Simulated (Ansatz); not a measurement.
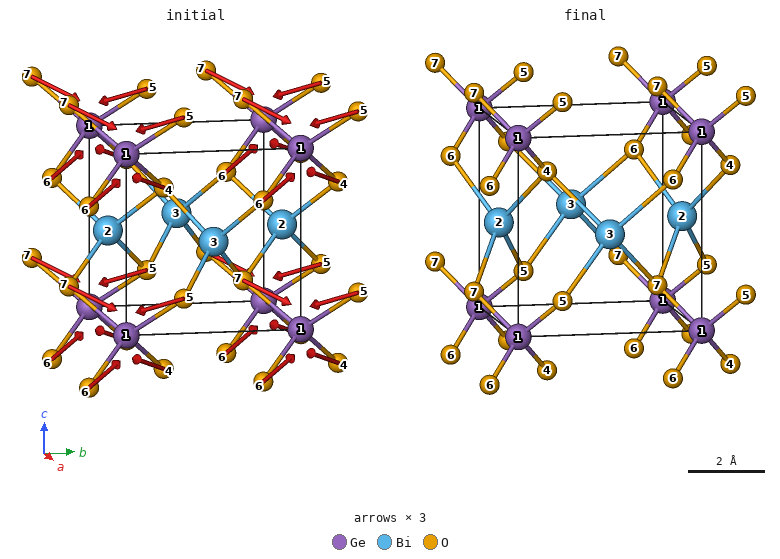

The structure of crystalline GeBi2O4 (built on the CdIn2Se4-111 type type) before (left) and after (right) a relaxation, at one scale. The red arrows give the displacements (the part carried along by the change of the cell is left out), magnified 3 times.

Style: ball-and-stick. Shown: the cell of the calculation, slightly off an axis.

Level of theory: Ansatz 0.2.0, DFT, PBEsol, plane waves, PAW. (plane-wave cutoff 420 eV; k-point mesh 4 × 4 × 4; occupations fermi dirac; smearing width 0.03 eV; no spin polarisation; cell and atoms relaxed; force threshold 0.01 eV/Å; at most 120 steps)

**Summarise the run.**

Over 12 accepted moves (14 points after the start) the energy falls by 631 meV per atom. The largest force component goes from 1.8 to 0.00064 eV/Å. Pressure: 25.01 GPa at the start and 0.02 GPa at the end. At 2 points the geometry stayed and the basis and grid were re-selected for the new cell (energy shift of 20.9 meV per atom at most each time). The largest moves relative to the cell, 0.54 Å, are those of O4, O5, O6 and O7. O4 goes along [2 −2 1]. Bi and Ge stay in place. The volume changes by +21.4 %, with a = b 4.721 → 4.966 Å (+5.2 %), c 4.870 → 5.341 Å (+9.7 %). Near-neighbour distances that change, for instance: Ge1–O4 2.150 → 1.773 Å, Bi2–O4 2.111 → 2.389 Å. Bond angles that change, for instance: O4–Bi3–O7 105.0° → 131.1°, Ge1–O7–Bi2 105.5° → 121.7°, O4–Bi3–O5 118.7° → 102.5°. The space group stays P-42m (No. 111).
